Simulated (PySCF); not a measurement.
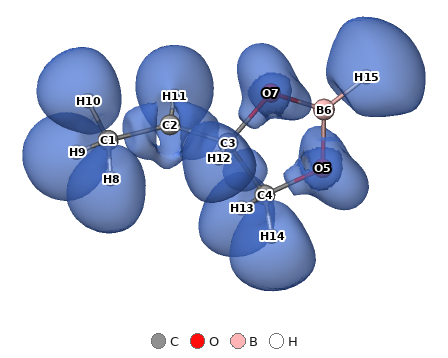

C4H8BO2 (SMILES C[CH][C@H]1COBO1) (doublet). Isosurface of the electron localisation function at 0.75 (blue), seen across its widest extent. Only the valence region is drawn (cores and ρ < 0.01 e/Å³ removed).

Geometry: GFN2-xTB.

Method: PySCF, UKS B3LYP, pcH-1 on B C H O, non-relativistic, mean-field spin-orbit, GIAO.

```xyz
15

C     2.2767   -0.4441    0.3010
C     0.8804   -0.1318    0.6615
C    -0.1026    0.3745   -0.3136
C    -1.2173   -0.6764   -0.6762
O    -2.4319   -0.0708   -0.3013
B    -2.1691    1.1564    0.2182
O    -0.8517    1.4647    0.2224
H     2.3836   -0.5915   -0.7721
H     2.6225   -1.3365    0.8244
H     2.9514    0.3699    0.5940
H     0.5704   -0.1969    1.6904
H     0.4011    0.7232   -1.2243
H    -1.0866   -1.6056   -0.1122
H    -1.2373   -0.8989   -1.7466
H    -2.9940    1.8718    0.6125
```

> Describe the localisation domains.

At this value the surface marks out one region between bonded C–C atoms (shared pairs), eight regions around hydrogen nuclei and two regions on O in which the atom's valence shell and bonds are merged.

Values along the shortest contacts:
B–O (1.35 Å): the ELF peaks at about 0.90 between the atoms, as expected for a short, strongly polar bond. C–O (1.41 Å): the ELF peaks at about 0.90 between the atoms; a shared but strongly polarised pair.
